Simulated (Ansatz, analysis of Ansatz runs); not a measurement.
## V_O (site 1) in monolayer Cu2SO4: energy, spin and levels

We look for the structure, spin, formation energy and gap states of neutral V_O (site 1) in monolayer Cu2SO4. Model: a cell of 42 host atoms with 1 O taken out.

Calculated with Ansatz 0.2.0; plane-wave PAW DFT, LDA; supercells relaxed in a periodic cell with vacuum, the primitive cell and the final single points with the Coulomb interaction cut along the normal.

### 1. Set-up

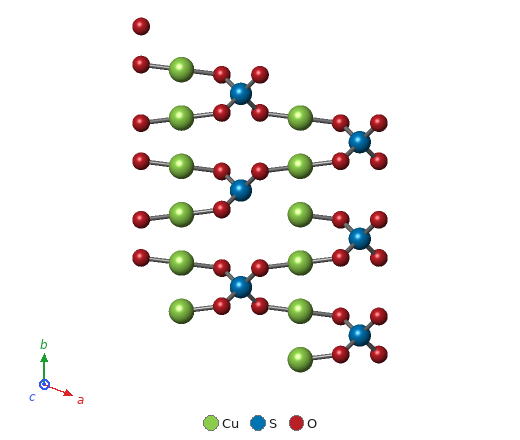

Start, viewed from above; copper green, sulfur blue, oxygen red. Bonds to atoms that aren't drawn are left out. Some periodic images of atoms are drawn too.

The cell holds 41 atoms: 12 Cu, 6 S and 23 O. Cell: a = 11.342 Å, b = 12.816 Å, c = 30.000 Å, α = 90.0°, β = 90.0°, γ = 112.1°. It derives from Cu2SO4 (Cu2SO4 monolayer (from Fddd)), repeated 2×3×1. Vacuum lies along c. Nearest the centre at fractional (0.330, 0.461, 0.471): S10 at 1.48 Å, Cu29 at 1.81 Å, O13 at 2.38 Å, O12 at 2.44 Å, O11 at 2.44 Å, Cu35 at 3.06 Å, O7 at 3.09 Å, O6 at 3.13 Å.

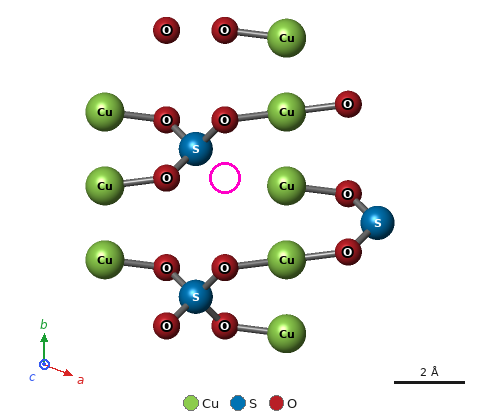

The atoms within 5 Å of the centre. A ring marks the centre wherever it is empty. Bonds to atoms that aren't drawn are left out.

As a file:

```xyz
41
Lattice="11.3410 0.1655 0.0000 -4.9998 11.8004 0.0000 0.0000 0.0000 30.0000" Properties=species:S:1:pos:R:3
Cu    0.0000    0.0000   15.7097
Cu   -0.8333    1.9667   14.2903
S     2.0019    2.0081   15.0000
O     1.5539    0.9035   15.8819
O     3.1072    1.5616   14.1181
O     2.4500    3.1128   15.8819
O     0.8967    2.4546   14.1181
Cu   -1.6666    3.9335   15.7097
Cu   -2.4999    5.9002   14.2903
S     0.3353    5.9416   15.0000
O    -0.1127    4.8370   15.8819
O     0.7834    7.0462   15.8819
O    -0.7699    6.3881   14.1181
Cu   -3.3332    7.8669   15.7097
Cu   -4.1665    9.8337   14.2903
S    -1.3313    9.8751   15.0000
O    -1.7793    8.7704   15.8819
O    -0.2260    9.4286   14.1181
O    -0.8832   10.9797   15.8819
O    -2.4365   10.3215   14.1181
Cu    5.6705    0.0828   15.7097
Cu    4.8372    2.0495   14.2903
S     7.6724    2.0909   15.0000
O     7.2244    0.9862   15.8819
O     8.7777    1.6444   14.1181
O     8.1205    3.1955   15.8819
O     6.5672    2.5374   14.1181
Cu    4.0039    4.0162   15.7097
Cu    3.1706    5.9830   14.2903
S     6.0058    6.0244   15.0000
O     5.5578    4.9197   15.8819
O     7.1111    5.5779   14.1181
O     6.4539    7.1290   15.8819
O     4.9006    6.4708   14.1181
Cu    2.3373    7.9497   15.7097
Cu    1.5040    9.9164   14.2903
S     4.3392    9.9578   15.0000
O     3.8912    8.8532   15.8819
O     5.4445    9.5113   14.1181
O     4.7873   11.0625   15.8819
O     3.2340   10.4043   14.1181
```

The cell's shortest repeat is 11.3 Å.

### 2. The perfect sheet

One layer is cut from the bulk crystal and relaxed, atoms and in-plane cell, with the Coulomb interaction cut along the normal so that the layer doesn't feel its images.

File cell/input.yaml:

```yaml
crystal:
  lattice:
    - [5.903236, 0.0, 0.0]
    - [-1.79691, 4.241023, 0.0]
    - [0.0, 0.0, 25.774454]
  atoms:
    - { symbol: Cu, position: [0.0, 0.0, 0.5301221] }
    - { symbol: Cu, position: [0.0, 0.5, 0.4698779] }
    - { symbol: S, position: [0.5, 0.5, 0.5] }
    - { symbol: O, position: [0.343449, 0.236927, 0.5344227] }
    - { symbol: O, position: [0.656551, 0.393478, 0.4655773] }
    - { symbol: O, position: [0.656551, 0.763073, 0.5344227] }
    - { symbol: O, position: [0.343449, 0.606522, 0.4655773] }
  periodic: [true, true, false]
basis:
  ecutwfc: 420
  xc_grid: 2
hamiltonian:
  xc: lda
kpoints:
  mp_grid: { grid: [8, 8, 1] }
scf:
  occupations: { method: fermi_dirac, width: 0.02 }
  max_iter: 100
relax:
  f_tol: 0.005
  max_steps: 60
  cell: {}
output:
  forces: true
checkpoint:
  write: "../cell.run"
  compress: false
  write_wavefunctions: false
  write_every: 100000
```

On the command line:

```sh
$ ansatz run input.yaml --threads 4 --pin off --max-ram 10362MiB --backend cpu --events-out ev --progress --plain --runs-dir out
```

Numbers of over 12 decimals in the logs are rounded to 6 here.

What it wrote:

```text
[... repeated set-up lines and file paths are left out, and long positions are rounded to six places ...]
Warning: crystal.periodic: the lattice vector that does not repeat stood 0.000° off the slab's normal, 25.774 Å along it as the deck builds it. [...]
crystal.periodic: the lattice vector that does not repeat stood 0.000° off the slab's normal, 25.774 Å along it as the deck builds it. [...]
Engine: ansatz 0.2.0, aarch64-unknown-linux-gnu
Pseudopotentials: kind: paw
Pseudopotential: Cu, paw, valence charge 19, recommended cutoff 420 eV (normal), Cu.paw.azcp
Pseudopotential: S, paw, valence charge 6, recommended cutoff 420 eV (normal), S.paw.azcp
Pseudopotential: O, paw, valence charge 6, recommended cutoff 420 eV (normal), O.paw.azcp
Functional definition: SPW92
  exchange = slater_x
  correlation = pw_c
Crystal: 7 atoms, lattice volume = 684.701 Å³
Basis set: ecut = 420 eV, 13403 PW (Γ), exchange–correlation on 80×64×384 points (8 copies of the dense FFT grid, shifted against one another)
Bands: 41, of which v1, the nominal top of the filled ones, is band 34 counted from 1 (33 counted from 0)
Symmetry: 4 space group operations
Space group: C222 (ITA 21), of the structure as read, at distance tolerance 8.8e-5 Å
k-points: 21 of 64
Non-local potential: Cu, projectors of the file, l = 0: 3, l = 1: 2, l = 2: 3, l = 3: 1
Non-local potential: S, projectors of the file, l = 0: 2, l = 1: 2, l = 2: 2
Non-local potential: O, projectors of the file, l = 0: 2, l = 1: 2, l = 2: 1
PAW form: soft (Blöchl's): semilocal exchange-correlation on the pseudo side does not see the compensation charge
PAW frozen core: Cu, regenerated for the run's functional, and the local potential with it (the file was generated under x = pbe(κ = 0.804, μ = 0.219515), c = pbe(β = 0.066725))
PAW frozen core: S, regenerated for the run's functional, and the local potential with it (the file was generated under x = pbe(κ = 0.804, μ = 0.219515), c = pbe(β = 0.066725))
PAW frozen core: O, regenerated for the run's functional, and the local potential with it (the file was generated under x = pbe(κ = 0.804, μ = 0.219515), c = pbe(β = 0.066725))
PAW one-centre angular grid: Cu, 590 points (default); XC on 64 Gauss nodes
PAW one-centre angular grid: S, 110 points (default); XC on 64 Gauss nodes
PAW one-centre angular grid: O, 110 points (default); XC on 64 Gauss nodes
Initial density: superposition of atomic densities (neutral atoms: chi_scale 0, normalization atom), corrected by the library's trained network
Initial wavefunctions: pseudopotential atomic-orbital guess
Functional: x = slater, c = lda
SCF iter   1: F=—  HF=-16197.153608 eV  |F-HF|=—  |Δ(HF+E_count)|=         —  Δρ=4.91e-3  dr2=1.43e-1  ethr=1.77e-3  ⟨swp⟩=15.8  Hψ=5929  notcnv=0  defer=2
[...]
relax step  13: F+E_penalty+E_count = -16197.49003869 eV  Δ(F+E_penalty+E_count) = +6.007e-3 eV  max|allowed force component| = 2.292e-3 eV/Å  Δτ_max = 0.0000 Å  P = -0.026 N/m  Ω = 613.781 Å³  fix = [c, alpha, beta]  reactions: c -0.000 N/m  stress off target by 4.30e-2 N/m on what of the cell is left free  SCF on the basis re-selected at this cell (its energy is not comparable with the rows above)  (8 SCF iters)
basis re-selected at this cell: Δ(F+E_penalty+E_count) = +6.007e-3 eV, ΔP = -0.031 N/m vs the last step (what re-selecting the basis moved, of the pressure what is left beyond the Pulay correction that the steps carried, after the strain that the cell walked [...]
SCF converged after 8 iterations
Free energy (F): -16197.490039 eV
Harris-Foulkes:  -16197.490039 eV  (|F-HF|=5.46e-12)
Internal energy: -16197.490039 eV  (E = F + TS)
E sigma→0 (E₀):  -16197.490039 eV
Fermi energy:    -4.541538 eV
--- Per-component energies (eV) ---
  E_band       = -2006.464648
  E_kinetic    = 1421.141403
  E_local      = -122450.907610  (includes V_loc(G=0)·N_el)
  E_nonlocal   = 1032.149421
  E_hartree    = 59879.014261
  E_xc         = -559.530737
  E_vxc        = -685.706704  (∫ρ·V_xc dr)
  E_paw        = -4358.381528  (= ΣΔE_a)
  E_vpaw       = -1081.180359  (= ΣTr[D̂ρ^β])
  E_aug_tail   = 0.010382  (compensation charges beyond the density's cutoff)
  E_ewald      = 48837.574166
  E_core_change = 1.440204  (= ΣΔE_core)
  E_smearing   = -0.000000  (= −TS)
  E_closure    = 0.000000  (closes the sum)
  Σ components = -16197.490039   (vs F -16197.490039, Δ=0.00e0)
--- Forces (eV/Å), atoms counted from 1 ---
  atom   1  Cu     0.00000000    -0.00000000     0.00108974
  atom   2  Cu    -0.00000000    -0.00000000    -0.00108974
  atom   3  S      0.00000000     0.00000000     0.00000000
  atom   4  O     -0.00190426     0.00132799    -0.00180860
  atom   5  O      0.00037056     0.00229182     0.00180860
  atom   6  O      0.00190426    -0.00132799    -0.00180860
  atom   7  O     -0.00037056    -0.00229182     0.00180860
  max |Σ_I F_I| component: 6.94e-18 eV/Å
--- 2D stress c σ (N/m, compression-positive) ---
       -0.013757       0.012376      -0.000000
        0.012376      -0.037723       0.000000
       -0.000000       0.000000      -0.000000
  P = ½ c Tr σ = -0.0257 N/m
--- Relaxed structure (11 steps of the walk, 10 accepted, 2 SCFs on fresh bases) ---
  F+E_penalty+E_count = -16197.49003869 eV   max|allowed force component| = 2.292e-3 eV/Å   (the final SCF, on the basis selected at the relaxed cell)
  cell:  # Å, volume = 613.7808 Å³
    - [5.670482, 0.082766, 0]
    - [-1.666600, 3.933470, 0]
    - [0, 0, 27.348905]
  atoms:
    - { symbol: Cu, position: [0, 0, 0.497164] }
    - { symbol: Cu, position: [0, 0.5, 0.445267] }
    - { symbol: S, position: [0.5, 0.500000, 0.471215] }
    - { symbol: O, position: [0.339438, 0.222549, 0.503463] }
    - { symbol: O, position: [0.660562, 0.383111, 0.438968] }
    - { symbol: O, position: [0.660562, 0.777451, 0.503463] }
    - { symbol: O, position: [0.339438, 0.616889, 0.438968] }
```

The job ended after 2.3 min (4 threads of Arm Neoverse V2, shared host; peak memory 1.1 GiB; 8.8 min of CPU time).

The in-plane vectors went from 5.903 and 4.606 Å, as in the bulk, to 5.671 and 4.272 Å; the layer is 1.76 Å thick between its outer atoms.

### 3. Does the sheet stay flat and symmetric?

The defect-free supercell is relaxed from atoms displaced by 0.08 Å at random. A buckling or a charge-density wave of the sheet itself would otherwise be counted to the defect.

File pristine.relax/input.yaml:

```yaml
crystal:
  lattice:
    - [11.3409649376, 0.1655313725, 0.0]
    - [-4.999801168, 11.8004102966, 0.0]
    - [0.0, 0.0, 14.0]
  atoms:
    - { symbol: Cu, position: [0.0, 0.0, 0.5506908112] }
    - { symbol: Cu, position: [0.0, 0.1666666667, 0.4493091888] }
    - { symbol: S, position: [0.25, 0.1666666667, 0.5] }
    - { symbol: O, position: [0.1697188051, 0.0741830307, 0.5629950048] }
[... 32 atom lines left out ...]
    - { symbol: Cu, position: [0.5, 0.8333333333, 0.4493091888] }
    - { symbol: S, position: [0.75, 0.8333333333, 0.5] }
    - { symbol: O, position: [0.6697188051, 0.7408496974, 0.5629950048] }
    - { symbol: O, position: [0.8302811949, 0.794370494, 0.4370049952] }
    - { symbol: O, position: [0.8302811949, 0.9258169693, 0.5629950048] }
    - { symbol: O, position: [0.6697188051, 0.8722961727, 0.4370049952] }
basis:
  ecutwfc: 420
  xc_grid: 2
hamiltonian:
  xc: lda
kpoints:
  mp_grid: { grid: [2, 1, 1] }
scf:
  occupations: { method: fermi_dirac, width: 0.01 }
  max_iter: 100
output:
  forces: true
relax:
  f_tol: 0.015
  max_steps: 100
  random_displacement: { amplitude: 0.08, seed: 8909 }
```

What it wrote:

```text
[...]
Crystal: 42 atoms, lattice volume = 1885.179 Å³
Basis set: ecut = 420 eV, 36867 PW (Γ), exchange–correlation on 160×180×192 points (8 copies of the dense FFT grid, shifted against one another)
Bands: 246, of which v1, the nominal top of the filled ones, is band 204 counted from 1 (203 counted from 0)
Symmetry: 1 space group operations
k-points: 2
[...]
SCF iter   1: F=—  HF=-97182.475711 eV  |F-HF|=—  |Δ(HF+E_count)|=         —  Δρ=7.60e-3  dr2=1.00e0  ethr=1.77e-3  ⟨swp⟩=8.0  Hψ=2436  notcnv=0  defer=49
[...]
SCF iter   9: F=-97182.160307 eV  HF=-97182.160305 eV  |F-HF|=1.89e-6  |Δ(HF+E_count)|=   3.07e-6  Δρ=1.52e-5  dr2=3.85e-6  ethr=1.38e-9  ⟨swp⟩=2.0  Hψ=1734  notcnv=0
SCF 1 converged in 9 iterations: F = -97182.160307 eV  dr2 = 3.85e-6
[...]
- { symbol: O, position: [0.330214, 0.589698, 0.561619] }
    - { symbol: O, position: [0.169838, 0.537427, 0.435483] }
    - { symbol: Cu, position: [-0.000459, 0.664071, 0.549425] }
    - { symbol: Cu, position: [0.000484, 0.832485, 0.449932] }
    - { symbol: S, position: [0.249934, 0.831171, 0.500823] }
[...]
- { symbol: Cu, position: [0.499849, -0.002187, 0.551213] }
    - { symbol: Cu, position: [0.498723, 0.163368, 0.448826] }
    - { symbol: S, position: [0.749243, 0.164474, 0.498601] }
[...]
- { symbol: Cu, position: [0.499512, 0.331545, 0.548626] }
    - { symbol: Cu, position: [0.499758, 0.498149, 0.446834] }
    - { symbol: S, position: [0.749710, 0.497952, 0.496875] }
[...]
- { symbol: Cu, position: [0.499937, 0.663998, 0.549707] }
    - { symbol: Cu, position: [0.499811, 0.831488, 0.449414] }
    - { symbol: S, position: [0.749840, 0.831561, 0.500063] }
    - { symbol: O, position: [0.669568, 0.738353, 0.562414] }
    - { symbol: O, position: [0.830897, 0.793648, 0.436963] }
    - { symbol: O, position: [0.829378, 0.923699, 0.563680] }
    - { symbol: O, position: [0.669526, 0.870525, 0.437117] }
[key lines of the parts left out:]
SCF converged after 3 iterations
Free energy (F): -97184.938203 eV
Fermi energy:    -0.999785 eV
```

Elapsed: 75 s, on 4 threads; peak memory 4 GiB.

At a 2×1×1 Γ-centred mesh the symmetric supercell lies within 1 meV an atom of the primitive cell's dense mesh.

It returns to the energy of the symmetric cell, so the symmetric sheet is kept as the host.

### 4. Band edges against the vacuum level

With the interaction cut along the normal, the potential far from the sheet is the zero of energy, so band edges and defect states of different cells share one scale, as long as a cell has no dipole along the normal.

File host/input.yaml:

```yaml
crystal:
  lattice:
    - [5.6704824688, 0.0827656862, 0.0]
    - [-1.6666003893, 3.9334700989, 0.0]
    - [0.0, 0.0, 30.0]
  atoms:
    - { symbol: Cu, position: [0.0, 0.0, 0.5236557119] }
    - { symbol: Cu, position: [0.0, 0.5, 0.4763442881] }
    - { symbol: S, position: [0.5, 0.5, 0.5] }
    - { symbol: O, position: [0.3394376102, 0.2225490921, 0.5293976689] }
    - { symbol: O, position: [0.6605623898, 0.3831114819, 0.4706023311] }
    - { symbol: O, position: [0.6605623898, 0.7774509079, 0.5293976689] }
    - { symbol: O, position: [0.3394376102, 0.6168885181, 0.4706023311] }
  periodic: [true, true, false]
basis:
  ecutwfc: 420
  xc_grid: 2
hamiltonian:
  xc: lda
kpoints:
  mp_grid: { grid: [4, 3, 1] }
  band_path: { path: [VBM, CBM], npoints: 1 }
scf:
  occupations: { method: fixed }
  max_iter: 100
output:
  forces: true
  eigenvalues: true
  write_potential: true
  volumetric_format: npy
```

What it wrote:

```text
[...]
Warning: crystal.symmetry: narrowed to the stabiliser of the k-point mesh — unitary ops 4 → 2; [...]
[...]
Crystal: 7 atoms, lattice volume = 673.278 Å³
Basis set: ecut = 420 eV, 13167 PW (Γ), exchange–correlation on 80×60×432 points (8 copies of the dense FFT grid, shifted against one another)
Bands: 41, of which v1, the nominal top of the filled ones, is band 34 counted from 1 (33 counted from 0)
Symmetry: 2 space group operations
k-points: 7 of 12
[...]
SCF iter   1: F=—  HF=-16197.542248 eV  |F-HF|=—  |Δ(HF+E_count)|=         —  Δρ=5.12e-3  dr2=1.61e-1  ethr=1.77e-3  ⟨swp⟩=7.4  Hψ=1448  notcnv=0  defer=35
[...]
SCF iter   9: F=-16197.489689 eV  HF=-16197.489689 eV  |F-HF|=4.96e-8  |Δ(HF+E_count)|=  5.80e-10  Δρ=4.05e-6  dr2=7.45e-8  ethr=1.47e-10  ⟨swp⟩=12.9  Hψ=2532  notcnv=0
SCF 1 converged in 9 iterations: F = -16197.489689 eV  dr2 = 7.45e-8
[...]
NSCF: frozen V_eff on 20 k-points
[...]
SCF converged after 9 iterations
Free energy (F): -16197.489689 eV
[...]
Internal energy: -16197.489689 eV  (E = F + TS)
E sigma→0 (E₀):  -16197.489689 eV
Fermi energy:    -5.681605 eV
[...]
--- Forces (eV/Å), atoms counted from 1 ---
  atom   1  Cu     0.00000000     0.00000000     0.00274703
  atom   2  Cu    -0.00000000    -0.00000000    -0.00266828
  atom   3  S      0.00000000     0.00000000     0.00001960
  atom   4  O     -0.00111383     0.00285596    -0.00153591
  atom   5  O     -0.00142091     0.00286339     0.00147543
  atom   6  O      0.00111383    -0.00285596    -0.00153591
  atom   7  O      0.00142091    -0.00286339     0.00147543
  max |Σ_I F_I| component: 2.26e-5 eV/Å
--- Band table (eV; the first three rows and the last of 7) ---
[...]
[... further k-points left out ...]
  ° read free of the cell's end (the report's vacuum.weakly_bound_levels)
  °? not known for the slab's own: over its row's bound_up_to_ev there, or no deeper under its free states than its continued_xc_part_ev in size
```

Wall time 24 s (4 threads); peak memory 1.1 GiB.

The band edges were searched for over the zone, on the density of this mesh. The valence top lies 5.68 eV and the conduction bottom 3.40 eV below the vacuum level: a gap of 2.28 eV.

(Part 1 of 3 ends here.)

[Logs are printed without paths, hosts, clocks, repeated set-up lines and the standing remarks that a program may print on its own settings, such as how far it seeks lower states.]

[Hosts, paths, dates, database ids (printed as entryN), source tags and the programs' standing remarks are cut or masked in the printed files.]

[Maps of the electrostatic potential energy from Ansatz leave out the sawtooth potential of an applied field or a dipole correction, so their vacuum need not be flat.]
